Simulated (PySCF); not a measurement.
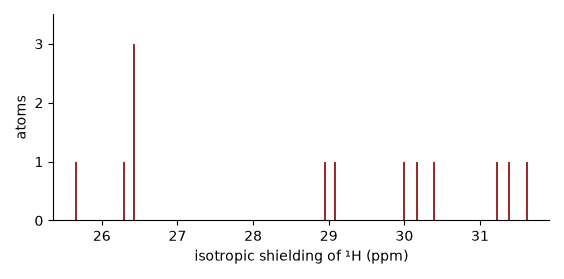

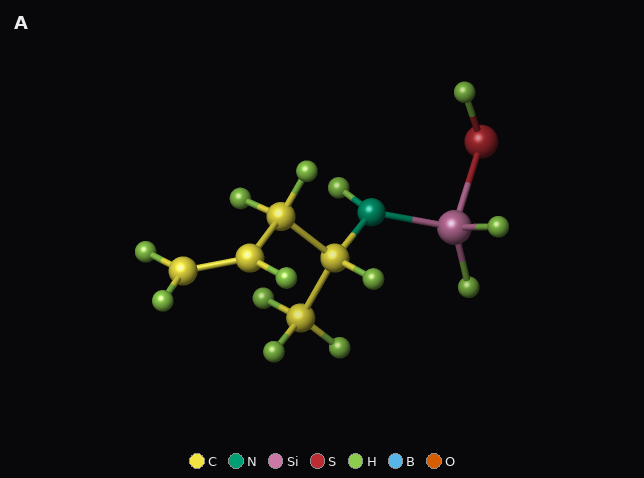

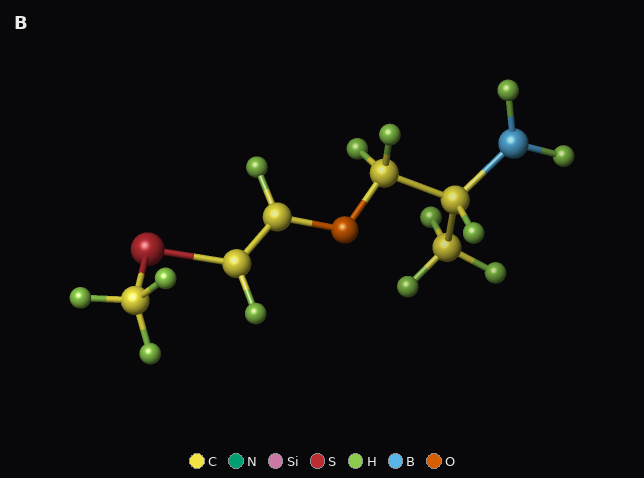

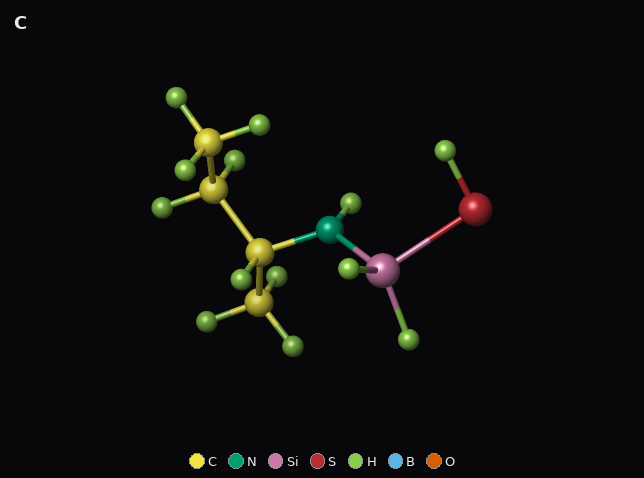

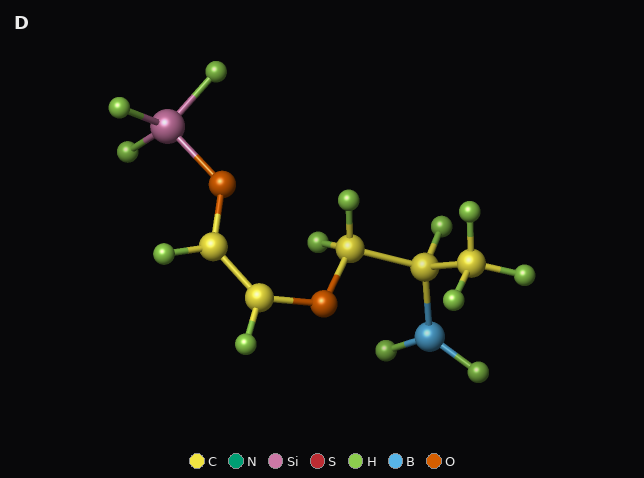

The sticks are computed shieldings of one of the molecules, for one fixed geometry (GFN2-xTB) without averaging over rotations. Low shielding means a high chemical shift. Method: GIAO PBE0/pcSseg-1 NMR shielding, non-relativistic, gas phase (PySCF 2.14.0).

Which molecule gives this pattern?

A, `C=CC[C@@H](C)N[SiH2]S`. Its 13 H atoms give lines at 25.66, 26.29, 26.43 (3 atoms), 28.95, 29.09, 30.00, 30.16, 30.39, 31.23, 31.39, 31.62 ppm.

The geometry is semi-empirical. Around B, Si such bond lengths and angles can be off by a tenth of an ångström or more and by several degrees, and values that hang on the shape move with them.
